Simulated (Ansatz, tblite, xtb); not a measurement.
CH7BO2Si (SMILES BOCO[SiH3]): methods side by side

CH7BO2Si has 12 atoms, charge 0, and is taken as a singlet. SMILES: `BOCO[SiH3]`. Geometry: relaxed at PBE0-D4/def2-TZVP. This is one conformer, not always the lowest.

```csv
atom,x (Å),y (Å),z (Å)
B,-0.9938,1.1058,1.7146
O,-0.9003,0.4941,0.5201
C,0.0628,0.8802,-0.4381
O,1.0570,-0.0739,-0.5361
Si,0.7698,-1.6561,-0.9368
H,-0.2746,2.0339,1.9693
H,-1.8165,0.6879,2.4738
H,-0.4701,0.9920,-1.3896
H,0.5255,1.8266,-0.1433
H,-0.2248,-1.7138,-2.0424
H,0.2653,-2.4368,0.2191
H,2.0767,-2.1953,-1.3765
```

Each level gives the dipole moment (D). The values are calculated.

| level | kind | program | value (D) | CPU time |
| --- | --- | --- | --- | --- |
| GFN2-xTB | semi-empirical | tblite | 1.14 | under 2 s |
| GFN1-xTB | semi-empirical | tblite | 1.88 | under 2 s |
| GFN0-xTB | semi-empirical | xtb | 1.38 | under 2 s |
| IPEA1-xTB | semi-empirical | tblite | 2.14 | under 2 s |
| HF/STO-3G | Hartree–Fock | Ansatz | 1.22 | 1.9 s |
| HF/3-21G | Hartree–Fock | Ansatz | 1.19 | 2.7 s |
| HF/def2-SVP | Hartree–Fock | Ansatz | 1.08 | 9.4 s |
| HF/6-311G** | Hartree–Fock | Ansatz | 1.00 | 15 s |
| r2SCAN-rVV10/ANO-RCC-MB (sfX2C, density fitting with def2-universal-jkfit) | meta-GGA | Ansatz | 1.53 | 9.9 s |
| B3LYP/6-31G* (spherical functions) | global hybrid | Ansatz | 1.06 | 16 s |

The values span 1.00 to 2.14 D. Sets without polarisation functions give poor dipoles. CPU times are rough (shared hosts, several kinds of processor): they show what a rung costs within a factor of a few.

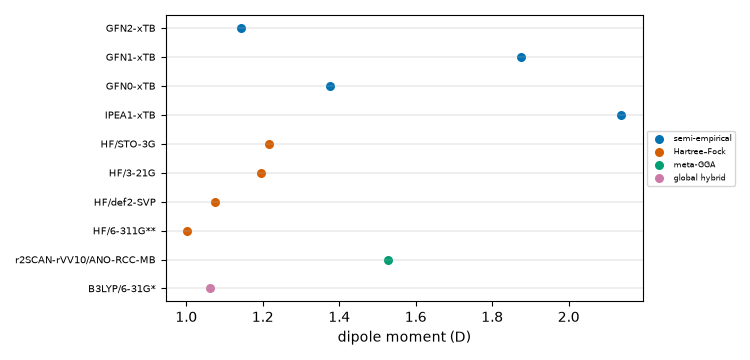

The values of the table, level by level.
